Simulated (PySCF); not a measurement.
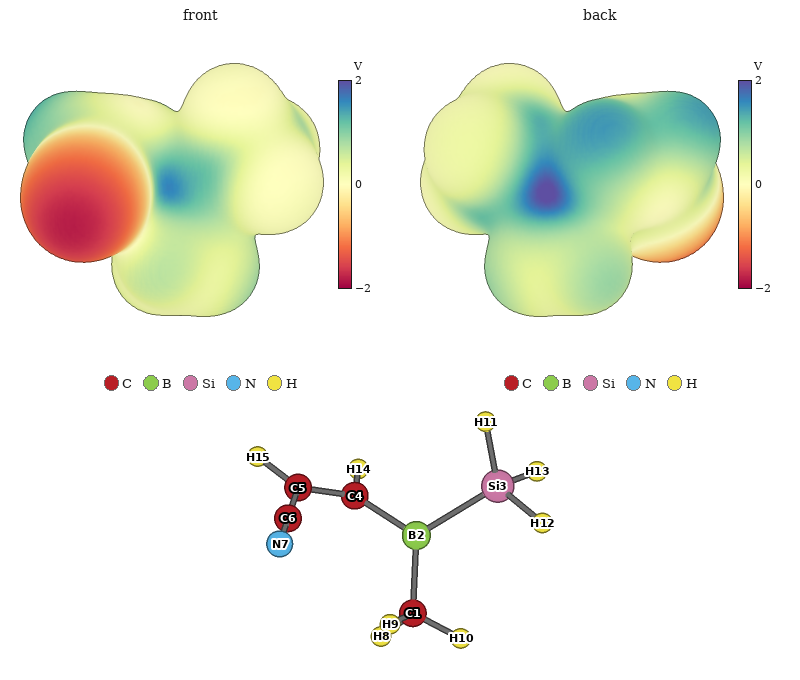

*C₄H₈BNSi. The electrostatic potential painted on the density surface at 0.002 e/bohr³, seen from the front and from behind; red is negative and blue positive. The bare structure is drawn below in the same view.*

Geometry: GFN2-xTB.

The calculation used PySCF 2.14.0, PBE0/pcSseg-1, SCF density, gas phase, non-relativistic.

Input file:

```
{"job": {"kind": "nmr", "xc": "PBE0", "basis": "pcSseg-1"}, "charge": 0, "multiplicity": 1}
C     -0.137982     1.726941     0.321658
B     -0.424771     0.269110    -0.186347
Si    -2.037906    -0.724837     0.373571
C      0.582128    -0.430320    -1.123025
C      1.811394    -0.864169    -0.797446
C      2.349416    -0.663779     0.484882
N      2.789826    -0.490716     1.531500
H      0.387244     2.358952    -0.392801
H      0.539370     1.614699     1.173080
H     -1.009272     2.267386     0.684553
H     -1.830300    -2.168924     0.546656
H     -2.626410    -0.236919     1.626858
H     -3.094184    -0.594769    -0.645454
H      0.246504    -0.652422    -2.132986
H      2.450529    -1.402244    -1.486609
```

Run with:

```sh
OMP_NUM_THREADS=1 python probes_run.py task.json out
```

> Which sites attract a positive test charge, and which a negative one?

A positive charge is drawn to the negative regions and a negative charge to the positive ones. The most negative region (about −1.8 V, or −42 kcal/mol for a unit charge) lies over N7, the most positive (about +1.9 V, or +44 kcal/mol for a unit charge) over B2. N7 is the likeliest acceptor of a hydrogen bond.

> How polar is the molecule by this calculation?

Its dipole moment is 3.67 D.
